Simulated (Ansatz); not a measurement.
# C₂H₄BFSi: single points with varied inputs

How do the results and run time of C₂H₄BFSi respond when the settings are drawn wide?

Method: the settings change from run to run; program: Ansatz 0.2.0, Gaussian basis.

**1. The molecule**

The geometry comes from an earlier relaxation with PBE0-D4 in a triple-zeta def2 set; it is a stationary point, not always the lowest conformer.

SMILES `FC1=CB1[SiH3]`, 9 atoms, charge 0, spin multiplicity 1.

Atoms are counted from 1 here; the program's logs count them from 0.

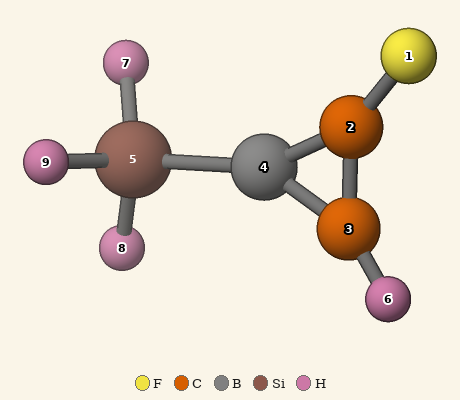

The structure; fluorine yellow, carbon orange, boron grey, silicon brown, hydrogen pink; atoms are numbered from 1 in the order of the file.

**2. SPW92/def2-TZVP**

in.yaml

```yaml
crystal:
  periodic: [false, false, false]
  atoms:
    - {symbol: F, position_ang: [2.114190, 1.761738, -1.149905]}
    - {symbol: C, position_ang: [1.463682, 0.752872, -0.626320]}
    - {symbol: C, position_ang: [1.689600, -0.487542, -0.204813]}
    - {symbol: B, position_ang: [0.294682, 0.044224, -0.108592]}
    - {symbol: Si, position_ang: [-1.608899, -0.179343, 0.420344]}
    - {symbol: H, position_ang: [2.449562, -1.245514, -0.081754]}
    - {symbol: H, position_ang: [-2.516451, 0.608512, -0.455368]}
    - {symbol: H, position_ang: [-2.024649, -1.606497, 0.370351]}
    - {symbol: H, position_ang: [-1.773216, 0.305351, 1.818860]}
basis:
  gaussian: {orbitals: def2-TZVP}
hamiltonian: {xc: {name: SPW92}}
```

On the command line:

```
ansatz run in.yaml --threads 2 --pin off --events-out ev --progress --plain --max-ram 4352MiB
```

The program printed:

```text
Functional definition: SPW92
  name "SPW92"
  cite "Dirac, Proc. Camb. Phil. Soc. 26, 376 (1930) doi:10.1017/S0305004100016108"
  cite "Slater, Phys. Rev. 81, 385 (1951) doi:10.1103/PhysRev.81.385"
  cite "Perdew & Wang, Phys. Rev. B 45, 13244 (1992) doi:10.1103/PhysRevB.45.13244"
  exchange = slater_x
  correlation = pw_c
1113 factors; their error is unknown
mean field evaluation 1: about -13324.5749 eV, gradient 6.2e1 eV
mean field evaluation 2: about -13310.0194 eV, gradient 9.3e1 eV
mean field evaluation 4: about -13333.5914 eV, gradient 1.1e1 eV
mean field evaluation 8: about -13333.8131 eV, gradient 7.3e-2 eV
mean field evaluation 16: about -13333.7916 eV, gradient 1.3e-4 eV
mean field -13333.79156401 eV, -490.0078020089 hartree, gradient 2.9e-5 eV, S^2 0.000000; 0 other end points of the search recorded, 0 dependent functions left out
reference -13333.79160382 eV, -490.0078034720 hartree; 22, 22 occupied and 163, 163 virtual orbitals, 1113 factors
Total energy: -13333.79160382 eV, -490.0078034720 hartree
```

It took 1.3 s on 2 threads of Arm Neoverse V1, shared host.

**3. revPBE/6-31++G****

Options: the search for lower states set to full.

Edit in.yaml of step 2 so:

```diff
@@ -13,3 +13,4 @@
 basis:
-  gaussian: {orbitals: def2-TZVP}
-hamiltonian: {xc: {name: SPW92}}
+  gaussian: {orbitals: "6-31++G**"}
+hamiltonian: {xc: {name: revPBE}}
+scf: {lower_state_search: full}
```

The command is unchanged.

The program printed:

```text
Functional definition: revPBE
  name "revPBE"
  cite "Zhang & Yang, Phys. Rev. Lett. 80, 890 (1998) doi:10.1103/PhysRevLett.80.890"
  cite "Perdew, Burke & Ernzerhof, Phys. Rev. Lett. 77, 3865 (1996) doi:10.1103/PhysRevLett.77.3865"
  parameter kappa = 1.245
  parameter beta = 0.06672455060314922
  exchange = pbe_x(kappa = kappa, mu = beta*pi^2/3)
  correlation = pbe_c(beta = beta)
1184 factors; their error is unknown
mean field evaluation 1: about -13395.2794 eV, gradient 5.9e1 eV
mean field evaluation 2: about -13380.1440 eV, gradient 9.1e1 eV
mean field evaluation 4: about -13404.1823 eV, gradient 1.1e1 eV
mean field evaluation 8: about -13404.4217 eV, gradient 2.1e-1 eV
mean field evaluation 16: about -13404.3556 eV, gradient 1.8e-4 eV
mean field -13404.35556718 eV, -492.6009812953 hartree, gradient 2.5e-5 eV, S^2 0.000000; 0 other end points of the search recorded, 0 dependent functions left out
reference -13404.35567875 eV, -492.6009853955 hartree; 22, 22 occupied and 101, 101 virtual orbitals, 1184 factors
Total energy: -13404.35567875 eV, -492.6009853955 hartree
```

Run time: 2.4 s. Hardware: 2 threads of Arm Neoverse V1, shared host.

**4. B97M-V/def2-TZVPD**

This run has coordinates scaled by 0.92.

in.yaml

```yaml
crystal:
  periodic: [false, false, false]
  atoms:
    - {symbol: F, position_ang: [1.945055, 1.620799, -1.057913]}
    - {symbol: C, position_ang: [1.346588, 0.692642, -0.576214]}
    - {symbol: C, position_ang: [1.554432, -0.448538, -0.188428]}
    - {symbol: B, position_ang: [0.271107, 0.040686, -0.099905]}
    - {symbol: Si, position_ang: [-1.480187, -0.164996, 0.386716]}
    - {symbol: H, position_ang: [2.253597, -1.145873, -0.075214]}
    - {symbol: H, position_ang: [-2.315135, 0.559831, -0.418939]}
    - {symbol: H, position_ang: [-1.862677, -1.477977, 0.340723]}
    - {symbol: H, position_ang: [-1.631359, 0.280923, 1.673351]}
basis:
  gaussian: {orbitals: def2-TZVPD}
hamiltonian: {xc: {name: B97M-V}}
output: {forces: true}
```

Same command.

The program printed, shortened:

```text
Functional definition: B97M-V
  name "B97M-V"
  cite "Mardirossian & Head-Gordon, J. Chem. Phys. 142, 074111 (2015) doi:10.1063/1.4907719"
  cite "Becke, J. Chem. Phys. 107, 8554 (1997) doi:10.1063/1.475007"
  cite "Vydrov & Van Voorhis, J. Chem. Phys. 133, 244103 (2010) doi:10.1063/1.3521275"
  # Of w^i u^j: cxij and so on, Table III.
[...]
  gx(w, u) = cx00 + cx01*u + cx02*u^2 + (cx10 + cx11*u)*w
  gss(w, u) = css00 + css02*u^2 + css10*w + (css32*w^3 + css42*w^4)*u^2
  gos(w, u) = cos00 + cos01*u + cos03*u^3 + cos10*w + cos32*w^3*u^2
[...]
      + integral(e_c_pw_mod_opposite_spin*gos(b97_w_opposite, b97_u_opposite)) + vv10(b, c)
1189 factors; their error is unknown
[...]
mean field -13405.72371244 eV, -492.6512597063 hartree, gradient 3.9e-5 eV, S^2 0.000000; 0 other end points of the search recorded, 0 dependent functions left out
[...]
Total energy: -13405.72379536 eV, -492.6512627535 hartree
Atom 0 at     1.945055     1.620799    -1.057913 Å, force     3.427707     5.716427    -2.912989 eV/Å
Atom 1 at     1.346588     0.692642    -0.576214 Å, force    -0.719561     3.886176    -1.292671 eV/Å
Atom 2 at     1.554432    -0.448538    -0.188428 Å, force     2.453151    -5.973751     1.748525 eV/Å
Atom 3 at     0.271107     0.040686    -0.099905 Å, force    -4.665775    -0.494328     1.158695 eV/Å
Atom 4 at    -1.480187    -0.164996     0.386716 Å, force    -0.103470    -0.121310    -0.125439 eV/Å
Atom 5 at     2.253597    -1.145873    -0.075214 Å, force     2.548803    -2.724517     0.478042 eV/Å
Atom 6 at    -2.315135     0.559831    -0.418939 Å, force    -1.730212     1.412230    -1.539913 eV/Å
Atom 7 at    -1.862677    -1.477977     0.340723 Å, force    -0.862951    -2.575213    -0.048275 eV/Å
Atom 8 at    -1.631359     0.280923     1.673351 Å, force    -0.347694     0.874285     2.534024 eV/Å
Dipole moment:     0.315353    -0.090010    -0.037280 e Å
```

Run time: 20 s. Hardware: 2 threads of Arm Neoverse V1, shared host.

Largest force 7.274 eV/Å, dipole 1.59 D.

**5. BCCD(T)/def2-SVP**

Set apart from the defaults: 4 DIIS vectors.

in.yaml

```yaml
crystal:
  periodic: [false, false, false]
  atoms:
    - {symbol: F, position_ang: [2.114190, 1.761738, -1.149905]}
    - {symbol: C, position_ang: [1.463682, 0.752872, -0.626320]}
    - {symbol: C, position_ang: [1.689600, -0.487542, -0.204813]}
    - {symbol: B, position_ang: [0.294682, 0.044224, -0.108592]}
    - {symbol: Si, position_ang: [-1.608899, -0.179343, 0.420344]}
    - {symbol: H, position_ang: [2.449562, -1.245514, -0.081754]}
    - {symbol: H, position_ang: [-2.516451, 0.608512, -0.455368]}
    - {symbol: H, position_ang: [-2.024649, -1.606497, 0.370351]}
    - {symbol: H, position_ang: [-1.773216, 0.305351, 1.818860]}
basis:
  gaussian: {orbitals: def2-SVP}
hamiltonian: {xc: {name: HF}}
correlation: {method: bccd_t, diis_vectors: 4}
```

Launched as before.

The program printed, shortened:

```text
Functional definition: HF
  name "HF"
  cite "Fock, Z. Phys. 61, 126 (1930) doi:10.1007/BF01340294"
  parent pbe
[...]
935 factors; integrals over basis functions are off by at most 1.2e-3 eV
[...]
mean field -13355.32003369 eV, -490.7989586771 hartree, gradient 6.2e-6 eV, S^2 0.000000; 0 other end points of the search recorded, 0 dependent functions left out
9 core orbitals not correlated: weight in the atoms' cores, before any rotation towards them, 1.000 or more for the frozen orbitals, at most 0.000 for the correlated occupied ones
reference -13355.32003369 eV, -490.7989586771 hartree; 13, 13 occupied and 72, 72 virtual orbitals, 935 factors
second order -16.54810784 eV of doubles, -0.00000000 eV of singles
cycle   1  -17.13483432 eV  change   -5.9e-1 eV  update   1.0e-1
[...]
cycle  11  -17.68341652 eV  change   -8.3e-6 eV  update   5.6e-6
perturbative correction -0.63097713 eV, -0.0231879817 hartree
Total energy: -13373.63442734 eV, -491.4720002297 hartree
```

Run time: 6 s. Hardware: 2 threads of Arm Neoverse V1, shared host.

**6. wB97M-V/cc-pVTZ**

Options: unrestricted orbitals, atoms shaken by 0.08 Å.

in.yaml

```yaml
crystal:
  periodic: [false, false, false]
  atoms:
    - {symbol: F, position_ang: [2.193529, 1.663420, -1.089340]}
    - {symbol: C, position_ang: [1.595188, 0.827993, -0.631774]}
    - {symbol: C, position_ang: [1.692664, -0.534674, -0.255184]}
    - {symbol: B, position_ang: [0.213238, -0.087593, -0.024922]}
    - {symbol: Si, position_ang: [-1.645731, -0.200546, 0.441181]}
    - {symbol: H, position_ang: [2.565476, -1.310946, -0.001513]}
    - {symbol: H, position_ang: [-2.593961, 0.558387, -0.592333]}
    - {symbol: H, position_ang: [-2.004450, -1.660596, 0.367711]}
    - {symbol: H, position_ang: [-1.664565, 0.400857, 1.713287]}
basis:
  gaussian: {orbitals: cc-pVTZ}
magnetization: {spin_polarized: true, initial_magnetization: 0}
hamiltonian: {xc: {name: wB97M-V}}
output: {forces: true}
```

Launched as before.

The program printed, shortened:

```text
Functional definition: wB97M-V
  name "wB97M-V"
  cite "Mardirossian & Head-Gordon, J. Chem. Phys. 144, 214110 (2016) doi:10.1063/1.4952647"
  cite "Becke, J. Chem. Phys. 107, 8554 (1997) doi:10.1063/1.475007"
  cite "Vydrov & Van Voorhis, J. Chem. Phys. 133, 244103 (2010) doi:10.1063/1.3521275"
  # Of w^i u^j: cxij and so on, Table III.
[...]
  gx(w, u) = 1 - cx + cx01*u + cx10*w
  gss(w, u) = css00 + css04*u^4 + css10*w + css20*w^2 + css43*w^4*u^3
  gos(w, u) = cos00 + cos10*w + (cos20 + cos21*u)*w^2 + (cos60 + cos61*u)*w^6
[...]
      + integral(e_c_pw_mod_opposite_spin*gos(b97_w_opposite, b97_u_opposite)) + vv10(b, c)
1210 factors; their error is unknown
280 factors; integrals over basis functions are off by at most 1.5e-5 eV
[...]
Total energy: -13404.77474800 eV, -492.6163859064 hartree
Atom 0 at     2.193529     1.663420    -1.089340 Å, force     8.144762    11.008751    -5.813629 eV/Å
Atom 1 at     1.595188     0.827993    -0.631774 Å, force   -11.392477   -15.711938     7.633451 eV/Å
Atom 2 at     1.692664    -0.534674    -0.255184 Å, force     0.599400     1.483208     0.860275 eV/Å
Atom 3 at     0.213238    -0.087593    -0.024922 Å, force     5.858212     1.806808    -2.354088 eV/Å
Atom 4 at    -1.645731    -0.200546     0.441181 Å, force    -1.454156    -0.463663    -2.417558 eV/Å
Atom 5 at     2.565476    -1.310946    -0.001513 Å, force    -2.122497     1.621898    -0.892015 eV/Å
Atom 6 at    -2.593961     0.558387    -0.592333 Å, force     0.994095    -0.689915     1.141801 eV/Å
Atom 7 at    -2.004450    -1.660596     0.367711 Å, force    -0.150254     0.447541     0.338293 eV/Å
Atom 8 at    -1.664565     0.400857     1.713287 Å, force    -0.477086     0.497311     1.503471 eV/Å
Dipole moment:     0.181810     0.076525     0.023093 e Å
```

Run time: 21 s. Hardware: 2 threads of Arm Neoverse V1, shared host; peak memory 0.81 GiB.

Largest force 20.855 eV/Å, dipole 0.95 D, ⟨S²⟩ 0.000.

**7. LC-wPBE/x2c-TZVPPall**

Set apart from the defaults: density fitting with cc-pVTZ-jkfit, high accuracy.

in.yaml

```yaml
crystal:
  periodic: [false, false, false]
  atoms:
    - {symbol: F, position_ang: [2.114190, 1.761738, -1.149905]}
    - {symbol: C, position_ang: [1.463682, 0.752872, -0.626320]}
    - {symbol: C, position_ang: [1.689600, -0.487542, -0.204813]}
    - {symbol: B, position_ang: [0.294682, 0.044224, -0.108592]}
    - {symbol: Si, position_ang: [-1.608899, -0.179343, 0.420344]}
    - {symbol: H, position_ang: [2.449562, -1.245514, -0.081754]}
    - {symbol: H, position_ang: [-2.516451, 0.608512, -0.455368]}
    - {symbol: H, position_ang: [-2.024649, -1.606497, 0.370351]}
    - {symbol: H, position_ang: [-1.773216, 0.305351, 1.818860]}
basis:
  gaussian: {orbitals: x2c-TZVPPall, fitting: {mean_field: cc-pVTZ-jkfit}}
hamiltonian: {xc: {name: LC-wPBE}}
accuracy: high
```

The command is unchanged.

The program printed, shortened:

```text
Functional definition: LC-wPBE
  name "LC-wPBE"
  cite "Vydrov & Scuseria, J. Chem. Phys. 125, 234109 (2006) doi:10.1063/1.2409292"
  cite "Heyd & Scuseria, J. Chem. Phys. 120, 7274 (2004) doi:10.1063/1.1668634"
  cite "Ernzerhof & Perdew, J. Chem. Phys. 109, 3313 (1998) doi:10.1063/1.476928"
  cite "Perdew, Burke & Ernzerhof, Phys. Rev. Lett. 77, 3865 (1996) doi:10.1103/PhysRevLett.77.3865"
  parent pbe
[...]
557 factors; integrals over basis functions are off by at most 9.9e-1 eV
557 factors; integrals over basis functions are off by at most 1.0e-5 eV
[...]
mean field -13424.05893676 eV, -493.3250667721 hartree, gradient 5.0e-8 eV, S^2 0.000000; 0 other end points of the search recorded, 0 dependent functions left out
reference -13424.05893676 eV, -493.3250667721 hartree; 22, 22 occupied and 200, 200 virtual orbitals, 557 factors
Total energy: -13424.05893676 eV, -493.3250667721 hartree
Relativity: scalar
```

Wall time 6.5 s (2 threads of Arm Neoverse V1, shared host); peak memory 0.46 GiB.

**8. rPW86-PBE/ANO-RCC-VTZP**

Set apart from the defaults: unrestricted orbitals, density fitting with def2-universal-jkfit, finite nuclei.

Edit in.yaml of step 7 so:

```diff
@@ -13,4 +13,4 @@
 basis:
-  gaussian: {orbitals: x2c-TZVPPall, fitting: {mean_field: cc-pVTZ-jkfit}}
-hamiltonian: {xc: {name: LC-wPBE}}
-accuracy: high
+  gaussian: {orbitals: ANO-RCC-VTZP, fitting: {mean_field: def2-universal-jkfit}, nuclear_model: gaussian}
+magnetization: {spin_polarized: true, initial_magnetization: 0}
+hamiltonian: {xc: {name: rPW86-PBE}}
```

The command is unchanged.

The program printed:

```text
Functional definition: rPW86-PBE
  name "rPW86-PBE"
  cite "Murray, Lee & Langreth, J. Chem. Theory Comput. 5, 2754 (2009) doi:10.1021/ct900365q"
  cite "Perdew, Burke & Ernzerhof, Phys. Rev. Lett. 77, 3865 (1996) doi:10.1103/PhysRevLett.77.3865"
  parent pbe
  exchange = rpw86_x
  correlation = pbe_c
502 factors; integrals over basis functions are off by at most 9.2e-1 eV
mean field evaluation 1: about -13441.9095 eV, gradient 4.1e1 eV
mean field evaluation 2: about -13431.6087 eV, gradient 5.7e1 eV
mean field evaluation 4: about -13449.7729 eV, gradient 6.6e0 eV
mean field evaluation 8: about -13449.9344 eV, gradient 1.8e-1 eV
mean field evaluation 16: about -13449.9346 eV, gradient 4.6e-5 eV
mean field -13449.93460601 eV, -494.2759800779 hartree, gradient 4.6e-5 eV, S^2 0.000000; 0 other end points of the search recorded, 0 dependent functions left out
reference -13449.93475425 eV, -494.2759855254 hartree; 22, 22 occupied and 188, 188 virtual orbitals, 502 factors
Total energy: -13449.93475425 eV, -494.2759855254 hartree
Relativity: scalar
```

It took 18 s on 2 threads of Arm Neoverse V1, shared host.

⟨S²⟩ 0.000.

**9. The runs in one table**

| level | charge | multiplicity | geometry | functions | energy (eV) | time |
| --- | --- | --- | --- | --- | --- | --- |
| SPW92/def2-TZVP | 0 | 1 | relaxed | 185 | -13333.792 | 1.3 s |
| revPBE/6-31++G** | 0 | 1 | relaxed | 123 | -13404.356 | 2.4 s |
| B97M-V/def2-TZVPD | 0 | 1 | scaled | 230 | -13405.724 | 20 s |
| BCCD(T)/def2-SVP | 0 | 1 | relaxed | 94 | -13373.634 | 6 s |
| wB97M-V/cc-pVTZ | 0 | 1 | shaken | 210 | -13404.775 | 21 s |
| LC-wPBE/x2c-TZVPPall | 0 | 1 | relaxed | 222 | -13424.059 | 6.5 s |
| rPW86-PBE/ANO-RCC-VTZP | 0 | 1 | relaxed | 210 | -13449.935 | 18 s |

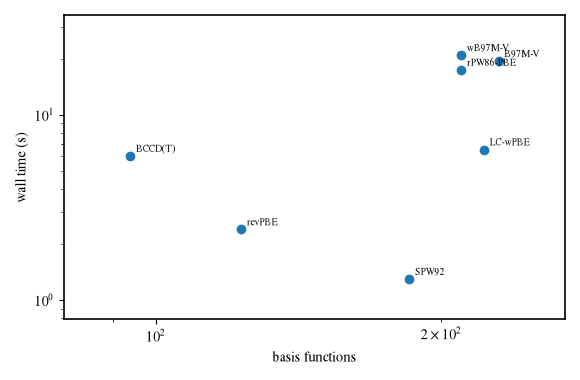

Wall time against the number of basis functions (shared host).

**10. Outcome**

```
                                         quantity                   value
                                             runs                       7
                                         quickest  SPW92/def2-TZVP, 1.3 s
                                          slowest   wB97M-V/cc-pVTZ, 21 s
spread of total energies, same state and geometry                116.1 eV
```

wB97M-V/cc-pVTZ took 16 times as long as SPW92/def2-TZVP. The jobs differ in tasks and options as well as level. The totals spread over 116 eV; they can't be compared across methods or bases. Some of these runs are scalar-relativistic and others not, which shifts the totals of all-electron atoms past neon by eV; core potentials, where a basis has them, take the core out of the total altogether.
